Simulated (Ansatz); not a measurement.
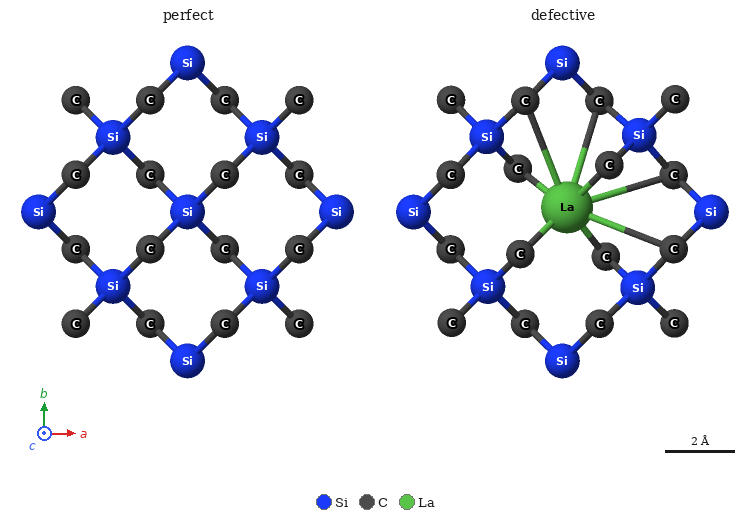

Left: perfect SiC. Right: the same region with one point defect, after relaxing the atoms in a supercell of 54 sites. A ball-and-stick model of the atoms within 5.4 Å of one point, in a slice 3.4 Å thick across the line of sight, seen along the c axis.

Theory: DFT, PBE, plane-wave PAW, default files, scalar-relativistic (Ansatz). Settings: plane-wave cutoff 420 eV; k-point mesh 3 × 3 × 3; occupations fermi dirac; smearing width 0.01 eV; collinear spin. The axes drawn are those of the host's conventional cell.

Question: Which defect is it?

Answer: A silicon atom is replaced by lanthanum.

The charge state of the cell is 0.

Question: What does the relaxation do around it?

Answer: In the host the Si atom has 4 C at 1.89 Å; the La atom ends with 4 C at 2.23 to 2.28 Å. Of the host's atoms, a carbon atom moves furthest from its site, by 0.50 Å. The La atom itself moves 0.19 Å from where it was put. The cell ends without a net magnetic moment.
